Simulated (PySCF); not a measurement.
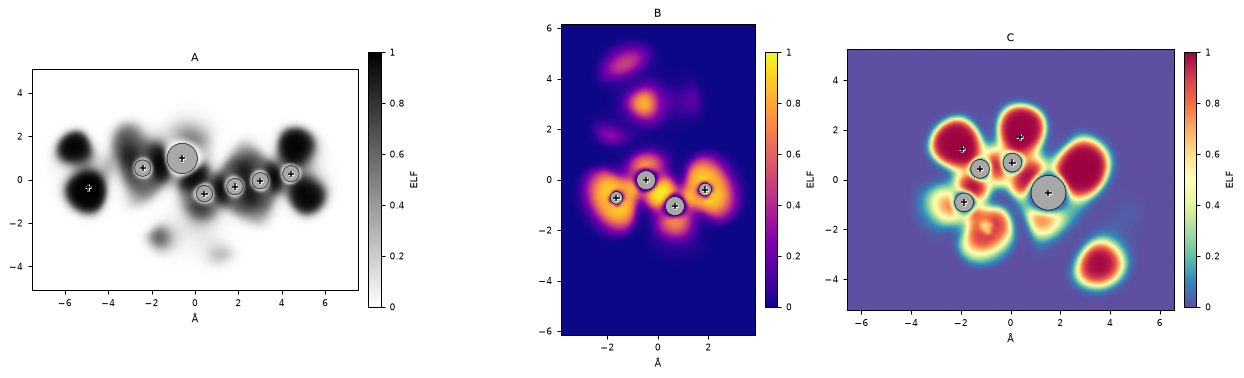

The electron localisation function of 3 systems, each on a plane through atoms (crosses mark nuclei in the plane; grey discs cover the cores).

Computed with PBE0/pcSseg-1, SCF density, gas phase, non-relativistic (PySCF 2.14.0).

System 1: C₆H₁₃FOSi₂, the plane of atoms Si6, C7 and H20. Geometry: GFN2-xTB.

```yaml
atoms:
  - { symbol: C, position_ang: [1.5174, 1.6890, -0.7372] }
  - { symbol: C, position_ang: [1.2875, 0.9531, 0.5634] }
  - { symbol: O, position_ang: [1.3294, 1.5201, 1.6355] }
  - { symbol: C, position_ang: [0.9947, -0.4918, 0.4392] }
  - { symbol: Si, position_ang: [2.2983, -1.4587, 1.4408] }
  - { symbol: Si, position_ang: [-0.7757, -0.7797, 1.1134] }
  - { symbol: C, position_ang: [-1.9228, 0.5444, 0.4021] }
  - { symbol: C, position_ang: [-2.4484, 0.6298, -0.8110] }
  - { symbol: C, position_ang: [-2.2525, -0.3345, -1.9359] }
  - { symbol: F, position_ang: [-1.2538, -1.2440, -1.6911] }
  - { symbol: H, position_ang: [0.6265, 1.6059, -1.3574] }
  - { symbol: H, position_ang: [1.7328, 2.7382, -0.5495] }
  - { symbol: H, position_ang: [2.3500, 1.2347, -1.2711] }
  - { symbol: H, position_ang: [1.0332, -0.8042, -0.6044] }
  - { symbol: H, position_ang: [2.2851, -1.0596, 2.8418] }
  - { symbol: H, position_ang: [1.9996, -2.8858, 1.3083] }
  - { symbol: H, position_ang: [3.6129, -1.1807, 0.8491] }
  - { symbol: H, position_ang: [-1.1966, -2.1411, 0.7826] }
  - { symbol: H, position_ang: [-0.8040, -0.5823, 2.5652] }
  - { symbol: H, position_ang: [-2.1714, 1.3418, 1.0906] }
  - { symbol: H, position_ang: [-3.1023, 1.4491, -1.0894] }
  - { symbol: H, position_ang: [-1.9755, 0.1938, -2.8570] }
  - { symbol: H, position_ang: [-3.1691, -0.9107, -2.1178] }
```

System 2: C₄H₆F₄O (SMILES FC[C@H](F)COC(F)F), the plane of atoms F1, C2 and C3. Geometry: GFN2-xTB.

```tsv
atom	x (Å)	y (Å)	z (Å)
F	-1.6020	0.6055	-1.8462
C	-1.9972	-0.1748	-0.7947
C	-0.7619	-0.6753	-0.0413
F	-1.2003	-1.5450	0.9285
C	0.0022	0.4861	0.6108
O	1.3482	0.1781	0.9249
C	2.2368	0.2617	-0.0851
F	2.2637	-0.8704	-0.8427
F	3.4618	0.3811	0.4357
H	-2.5676	-1.0167	-1.1973
H	-2.6295	0.4395	-0.1460
H	-0.1124	-1.2509	-0.7119
H	-0.4650	0.7252	1.5690
H	-0.0392	1.3591	-0.0532
H	2.0579	1.1048	-0.7837
```

System 3: C₇H₁₃FSi₂, the plane of atoms C3, C4 and Si6. Geometry: GFN2-xTB.

```yaml
atoms:
  - { symbol: C, position_ang: [-4.7205, 0.5362, 0.7361] }
  - { symbol: C, position_ang: [-3.3391, 0.1565, 0.5177] }
  - { symbol: C, position_ang: [-2.1949, -0.1634, 0.3498] }
  - { symbol: C, position_ang: [-0.8247, -0.5433, 0.1067] }
  - { symbol: Si, position_ang: [-0.7200, -1.4986, -1.5482] }
  - { symbol: Si, position_ang: [0.2857, 1.0138, 0.2027] }
  - { symbol: C, position_ang: [2.0443, 0.5206, -0.2509] }
  - { symbol: C, position_ang: [3.0493, 0.4151, 0.6053] }
  - { symbol: C, position_ang: [4.4457, 0.0325, 0.2301] }
  - { symbol: F, position_ang: [4.9760, -0.8480, 1.1472] }
  - { symbol: H, position_ang: [-5.2660, -0.2816, 1.2078] }
  - { symbol: H, position_ang: [-5.1977, 0.7723, -0.2155] }
  - { symbol: H, position_ang: [-4.7737, 1.4129, 1.3825] }
  - { symbol: H, position_ang: [-0.5152, -1.2275, 0.9049] }
  - { symbol: H, position_ang: [0.6183, -2.0847, -1.6654] }
  - { symbol: H, position_ang: [-0.9653, -0.5795, -2.6613] }
  - { symbol: H, position_ang: [-1.7279, -2.5610, -1.5570] }
  - { symbol: H, position_ang: [0.2547, 1.5655, 1.5622] }
  - { symbol: H, position_ang: [-0.1860, 2.0200, -0.7571] }
  - { symbol: H, position_ang: [2.2440, 0.3055, -1.2946] }
  - { symbol: H, position_ang: [2.9103, 0.6129, 1.6593] }
  - { symbol: H, position_ang: [4.4905, -0.4585, -0.7476] }
  - { symbol: H, position_ang: [5.1074, 0.9093, 0.2356] }
```

Match each panel to its system.

Panel A is system 3, C₇H₁₃FSi₂: the plane holds C, Si and H. C–C (1.20 Å): the ELF peaks at about 0.85 between the atoms; a multiple bond. Panel B is system 2, C₄H₆F₄O: the plane holds F and C. C–C (1.53 Å): the ELF peaks at about 0.95 between the atoms (a shared electron pair). Panel C is system 1, C₆H₁₃FOSi₂: the plane holds Si, C and H. C–C (1.32 Å): the ELF peaks at about 0.90 between the atoms; a multiple bond.
